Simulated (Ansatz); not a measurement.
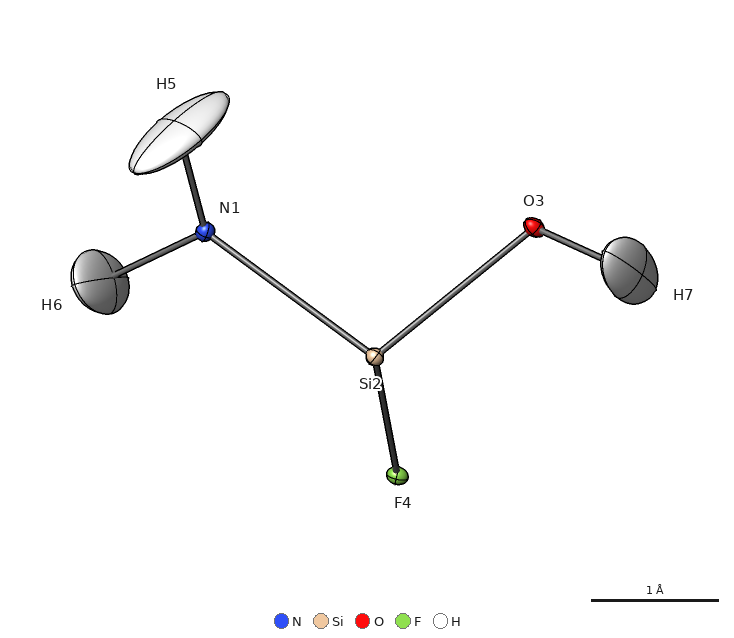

Displacement ellipsoids at the 50 % level, from the internal vibrations of the free molecule (harmonic, no overall translation or rotation; no half-axis is drawn under 0.075 Å). The species is neutral and a spin doublet. Vibrations computed with UKS PBE0-D4/def2-TZVP (Ansatz 0.2.0). Temperature: 298 K.

**Which atom moves most?**

H5, with U_eq = 0.0511 Å².

**Does H6 move more along its bond or across it?**

Across it: the root-mean-square amplitude is 0.084 Å along the bond and up to 0.343 Å across, since bending and torsion are softer than stretching.

Give the displacement parameters, one line for each set of equivalent atoms.

```
atom  U_eq (Å²)   rms amplitudes (Å)
  N1     0.0021  0.035, 0.045, 0.055
 Si2     0.0010  0.030, 0.033, 0.033
  O3     0.0022  0.024, 0.046, 0.062
  F4     0.0018  0.020, 0.043, 0.057
  H5     0.0511  0.080, 0.168, 0.344
  H6     0.0510  0.080, 0.170, 0.343
  H7     0.0420  0.079, 0.153, 0.311
```
